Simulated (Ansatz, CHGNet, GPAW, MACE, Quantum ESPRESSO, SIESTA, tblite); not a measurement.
**tblite runs on random packing of 71HfO2-29Hf3N4 (mol %) (71 atoms)**

How near does tblite come to plane waves for random packing of 71HfO2-29Hf3N4 (mol %) (71 atoms)?

Main program and level: tblite 0.8.0; the method is named at each step.

### 1. Set-up

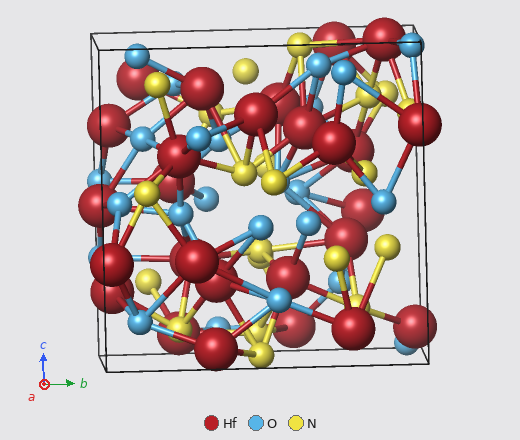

The starting structure, seen slightly off an axis (hafnium red, oxygen blue, nitrogen yellow). Bonds to atoms that aren't drawn are left out. Some periodic images of atoms are drawn too.

The cell holds 71 atoms: 27 Hf, 24 O and 20 N. Cell: a = 9.912 Å, b = 9.912 Å, c = 9.912 Å, α = 90.0°, β = 90.0°, γ = 90.0°. 71 atoms (27 Hf, 24 O, 20 N) packed at random in a cube at 9.35 g/cm³ and pushed apart as soft spheres, cations and anions kept from their own kind; a start for melting by ab initio MD, not an equilibrated structure. Then every atom was moved at random, 0.02 Å r.m.s. a Cartesian component.

The yardstick, on the same geometry:

| Item | Value |
| --- | --- |
| method | Kohn-Sham DFT, PBE, SSSP efficiency 1.3.0 pseudopotentials, plane waves (Quantum ESPRESSO 7.5); sssp-pbe-1.3.0-efficiency, cutoffs 60/480 Ry, Γ point |
| r.m.s. force component | 2.336 eV/Å |
| longest force | 8.896 eV/Å |
| pressure | -12.9 GPa |
| time | 7.6 min on 4 MPI ranks of Arm Neoverse V1, shared host |
| CPU time | 30 min |

### 2. GFN1-xTB

Method: GFN1-xTB tight binding, diagonalisation.

The input, run.py:

```python
import numpy as np
from ase.io import read
from tblite.ase import TBLite

atoms = read("structure.xyz")
atoms.calc = TBLite(method="GFN1-xTB", electronic_temperature=580, accuracy=1.0, max_iterations=250, mixer_damping=0.4, verbosity=1)
energy = atoms.get_potential_energy()
forces = atoms.get_forces()
print(f"energy {energy:.6f} eV")
print("forces (eV/A)")
for i, (a, f) in enumerate(zip(atoms, forces)):
    print(f"{i:4d} {a.symbol:2s} {f[0]:10.5f} {f[1]:10.5f} {f[2]:10.5f}")
stress = -atoms.get_stress(voigt=False) * 160.21766
print("stress (GPa, compression positive)")
for row in stress:
    print(" ".join(f"{x:10.4f}" for x in row))
print("charges (e)")
print(np.array2string(atoms.get_charges(), precision=4, suppress_small=True, max_line_width=110, threshold=100000))
```

The input, structure.xyz:

```xyz
71
Lattice="9.91160 0.00000 0.00000 0.00000 9.91160 0.00000 0.00000 0.00000 9.91160" Properties=species:S:1:pos:R:3 pbc="T T T"
Hf 3.99576 2.82183 3.09965
Hf 3.18212 9.66579 0.80859
Hf 3.35458 0.40717 7.24151
Hf 5.77341 6.36929 7.15211
Hf 8.14159 7.65582 1.05182
Hf 3.27341 5.64951 7.75424
Hf 8.81131 7.18591 6.81958
Hf 9.00419 2.88319 3.28342
Hf 4.93072 0.04183 4.86679
Hf 7.55155 2.44579 6.46127
Hf 9.16734 9.83092 7.32913
Hf 5.04659 5.75398 2.50754
Hf 3.42168 7.60963 3.55747
Hf 6.51797 3.52328 2.55115
Hf 1.27612 1.39496 8.55579
Hf 2.71865 2.40911 0.76636
Hf 6.06778 8.87663 9.81288
Hf 5.40093 0.33927 2.22595
Hf 2.88467 2.34816 5.45247
Hf 2.35579 7.41645 9.53625
Hf 5.92327 3.24645 8.43884
Hf 3.10937 7.87506 6.26383
Hf 8.30880 3.41861 0.53770
Hf 7.89300 4.83428 7.70587
Hf 0.35028 5.99949 0.76904
Hf 9.21828 0.26286 3.26448
Hf 0.95915 8.20244 4.30946
O 7.83343 1.11833 1.39922
O 0.91831 3.40424 4.77739
O 8.62735 9.65737 9.74697
O 8.33298 5.39568 1.99729
O 4.16674 5.51828 5.42769
O 8.57710 8.67721 4.95045
O 7.23646 0.58637 5.00952
O 1.94347 6.17780 4.96809
O 0.74248 3.66709 0.76012
O 6.06808 2.49019 4.61306
O 8.13217 4.89296 4.23493
O 3.70733 2.41427 8.50584
O 6.53997 6.39586 4.24157
O 9.76233 3.01293 7.10592
O 5.49182 1.38782 6.91641
O 1.88073 0.11716 5.45881
O 4.27824 3.75075 6.77884
O 1.57644 7.44510 2.17114
O 6.57208 1.25659 9.52049
O 0.89769 9.45150 0.20220
O 1.12001 6.66862 7.53044
O 3.28411 0.06056 3.18916
O 6.96617 6.81819 9.11956
O 9.55637 7.52687 9.01272
N 0.53850 5.03133 2.96595
N 5.08534 2.37908 1.00454
N 8.67295 1.80778 8.73440
N 1.10197 1.55057 2.29414
N 6.38049 4.84301 0.21984
[... 11 atom lines left out ...]
N 0.19902 4.72268 8.63935
N 9.89257 5.28952 5.70730
N 9.45309 1.39516 5.43631
N 6.87042 8.79367 3.46529
```

Launch:

```sh
$ OMP_NUM_THREADS=1 python run.py > output.txt
```

The program printed:

```text
------------------------------------------------------------
  cycle        total energy    energy error   density error
------------------------------------------------------------
      1     -126.4838302515  -1.2733814E+02   1.6120060E+00
      2     -31.10809328349   9.5375737E+01   3.7007054E+00
      3     -109.6190931834  -7.8511000E+01   2.0423954E+00
      4     -145.9233701282  -3.6304277E+01   1.2838794E+00
      5     -167.0754581423  -2.1152088E+01   1.0664626E+00
      6     -167.9438169402  -8.6835880E-01   9.5209395E-01
      7     -192.8269175688  -2.4883101E+01   6.3809481E-01
      8     -188.5078828833   4.3190347E+00   6.0994461E-01
      9     -193.6665274215  -5.1586445E+00   6.1467966E-01
     10     -196.3222390397  -2.6557116E+00   5.7458102E-01
     11     -191.7924643139   4.5297747E+00   6.3185814E-01
     12     -198.6538231633  -6.8613588E+00   3.5615853E-01
     13     -197.5429388206   1.1108843E+00   3.7851586E-01
     14     -202.2696276125  -4.7266888E+00   2.3742676E-01
     15     -201.3347309172   9.3489670E-01   2.6179735E-01
     16     -202.1674952331  -8.3276432E-01   1.9582164E-01
     17     -202.6300250346  -4.6252980E-01   1.7646850E-01
     18     -203.0675169178  -4.3749188E-01   1.3471442E-01
     19     -202.4954496658   5.7206725E-01   1.6253089E-01
     20     -203.4927157737  -9.9726611E-01   8.9719047E-02
     21     -203.5502543913  -5.7538618E-02   7.6038845E-02
     22     -203.6753599536  -1.2510556E-01   5.2247608E-02
     23     -203.6933159890  -1.7956035E-02   4.2928502E-02
     24     -203.7338827270  -4.0566738E-02   2.5445194E-02
[...]
39     -203.7596741530  -1.3758949E-06   2.0917101E-04
     40     -203.7596748133  -6.6028181E-07   1.5036138E-04
     41     -203.7596751743  -3.6103791E-07   1.0778083E-04
     42     -203.7596753409  -1.6652407E-07   7.5141837E-05
     43     -203.7596754672  -1.2635948E-07   4.8990844E-05
     44     -203.7596754964  -2.9198787E-08   3.5667122E-05
     45     -203.7596755104  -1.3985272E-08   2.7104193E-05
     46     -203.7596755290  -1.8647711E-08   1.5230909E-05
------------------------------------------------------------
 total:                                   4.440 sec
energy -5544.583187 eV
forces (eV/A)
   0 Hf   -1.40643    3.07218    0.39599
   1 Hf   -3.38147   -2.13607    0.62440
   2 Hf    6.55583    0.71240    4.73444
   3 Hf    1.60357    5.24139   -4.19543
   4 Hf    1.52858    0.70750    3.21126
   5 Hf   -4.20721  -12.68799   -0.62341
   6 Hf    2.82354    0.03265   -3.86949
   7 Hf    8.24938    8.20571    5.57547
   8 Hf    4.11690   -0.62829    4.31086
   9 Hf    2.52463   -6.94586   -8.10348
  10 Hf   -2.63476    3.16601    0.62497
  11 Hf    0.71045    2.14672   -1.39684
  12 Hf    2.74502   -0.65526   -4.40138
  13 Hf   -0.43511   -0.70591    1.73518
  14 Hf   -6.50031    3.54379    2.06202
  15 Hf   -2.71995    7.28712   -1.89195
  16 Hf   -2.32639    2.21998   -7.25154
  17 Hf    6.03754    1.64976   -0.37206
  18 Hf   -6.61526    6.12127    3.35751
  19 Hf   -1.30473    1.86882   -1.00695
  20 Hf  -11.21549   -4.37627    6.79978
  21 Hf   -1.27933   -2.75011   -0.42240
  22 Hf    3.69012   -0.88138   -5.54730
  23 Hf   10.45876    0.16418    2.13992
[...]
63 N     1.22232    1.58150   -0.77818
  64 N     0.38481   -0.48819   -1.51446
  65 N    -1.61830   -0.40320    2.24741
  66 N    -0.46667    1.46324    1.06376
  67 N    -1.57635    1.04006    0.94166
  68 N    -1.58627    1.17477   -0.09235
  69 N    -1.21866   -0.40487   -0.07137
  70 N    -1.76936    1.43974   -2.49083
stress (GPa, compression positive)
   25.4637    -5.2955    -6.9117
   -5.2955    29.8079     1.1963
   -6.9117     1.1963    19.7091
charges (e)
[ 0.5968  0.6252  0.6996  0.7981  0.9419  0.8766  0.902   0.8957  0.7347  0.9593  0.9437  0.8277  0.7598
  0.7045  0.8169  0.7617  0.8788  0.6325  0.898   0.8206  0.8945  0.6223  0.8375  0.6149  0.9664  0.9004
  0.8887 -0.6046 -0.5292 -0.5059 -0.5972 -0.5971 -0.5383 -0.5632 -0.5243 -0.6292 -0.6306 -0.4661 -0.6363
 -0.5136 -0.5531 -0.5903 -0.7317 -0.541  -0.6724 -0.5581 -0.603  -0.6012 -0.7408 -0.6656 -0.5995 -0.1025
 -0.6302 -0.3308 -0.5424 -0.5548 -0.4255 -0.2862 -0.3339 -0.4509 -0.1892 -0.6602 -0.5575 -0.2239 -0.2859
 -0.2755 -0.6627 -0.3293 -0.0447 -0.3901 -0.3301]
```

Run time: 5.2 s. Hardware: 1 thread of Arm Neoverse V1, shared host; peak memory 0.12 GiB.

Banners, paths, timers and routine set-up lines are dropped from the logs unmarked, and long logs keep their key lines alone; longer cuts are marked.

Numbers from this run, and their distance from the reference:

| Item | Value |
| --- | --- |
| r.m.s. force component | 2.974 eV/Å |
| r.m.s. difference of force components | 1224 meV/Å |
| longest difference of force vectors | 5082 meV/Å |
| force difference over r.m.s. force | 52.41 % |
| slope of forces against the reference's | 1.173 |
| correlation of force components | 0.9215 |
| pressure | 24.99 GPa |
| pressure difference | 37.89 GPa |

Length of the force difference by element (eV/Å):

| element | atoms | mean | most |
| --- | --- | --- | --- |
| Hf | 27 | 2.9 | 5.1 |
| N | 20 | 1.1 | 1.9 |
| O | 24 | 0.90 | 1.8 |

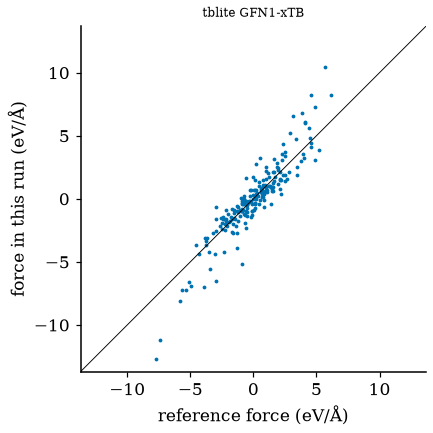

Force components against those of the reference; the line marks equality.

The surroundings of N69, picked at random, nearest first, numbered as they follow in the input and with coordinates relative to it.

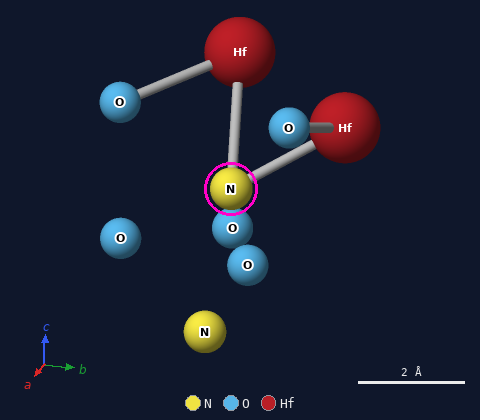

The atoms of the table, within 2.9 Å (arrows a, b, c point along x, y, z); some may hide others; the central atom is ringed.

| atom | x | y | z | distance (Å) | bonds | Mulliken charge (e) | Fx | Fy | Fz (eV/Å) |
| --- | --- | --- | --- | --- | --- | --- | --- | --- | --- |
| N69 | 0.00 | 0.00 | 0.00 | 0.00 | 2 | -0.04 | -1.59 | 1.17 | -0.09 |
| O35 | 1.96 | 0.89 | -0.74 | 2.28 | 3 | -0.52 | -0.92 | 3.84 | -0.14 |
| O29 | 0.94 | -1.89 | -0.93 | 2.30 | 2 | -0.53 | 1.09 | -2.00 | -0.75 |
| O38 | -1.76 | -0.40 | -1.47 | 2.33 | 2 | -0.47 | 1.00 | -2.68 | 1.50 |
| Hf7 | -1.08 | 1.90 | 1.11 | 2.45 | 5 | 0.90 | 2.82 | 0.03 | -3.87 |
| O48 | 1.14 | 1.38 | 1.82 | 2.55 | 4 | -0.60 | 2.50 | -0.88 | -0.99 |
| O41 | -0.13 | -2.28 | 1.40 | 2.68 | 3 | -0.55 | -1.60 | -1.20 | 0.77 |
| N52 | 0.56 | -0.26 | -2.74 | 2.81 | 2 | -0.10 | 0.67 | -0.13 | -0.93 |
| Hf24 | -2.00 | -0.46 | 2.00 | 2.86 | 6 | 0.61 | 10.46 | 0.16 | 2.14 |

Atoms are counted from 1 here, from 0 in the log.

Forces lie 52 % from the reference's, at 0.0028 times its CPU time (on 1 against 4 cores).

The difference per atom is largest on Hf (2.9 eV/Å on average, against 1.1 on N).

### 3. Results

```
force difference from the reference : tblite GFN1-xTB, 52 %
its CPU time                        : 5.2 s
```

In words: Tight binding differs by 52 % (tblite GFN1-xTB); it is another model, with fitted parameters of its own, and the xTB methods hold dispersion. One electronic-structure run takes under half the reference's CPU time: tblite GFN1-xTB, at 52 % in 5.2 s against 30 min; its pressure misses by +37.9 GPa. Periodic xTB results under one method name differ between programs and library versions. The reference's pressure holds the uncorrected Pulay stress of its 60 Ry basis, so small pressure differences, and their order, may be the reference's own error. The reference's stress is far from hydrostatic: its diagonal is -13.1, -9.2, -16.3 GPa, compression counted positive. The reference's pressure of -13 GPa belongs to a cell and atoms that aren't relaxed at this level. The electronic-structure runs sample only Γ, in a cell whose shortest periodic width is 10 Å, which is coarse for a cell with partly filled levels. Spin–orbit coupling is left out, which matters for the levels of the heavy elements.

[Also dropped from logs without a mark: logging warnings of Python, and SIESTA's first energy breakdown and zero terms.]

[Logs are printed without paths, hosts, clocks, repeated set-up lines and the standing remarks that a program may print on its own settings, such as how far it seeks lower states.]

[Hosts, paths, dates, database ids (printed as entryN), source tags and the programs' standing remarks are cut or masked in the printed files.]
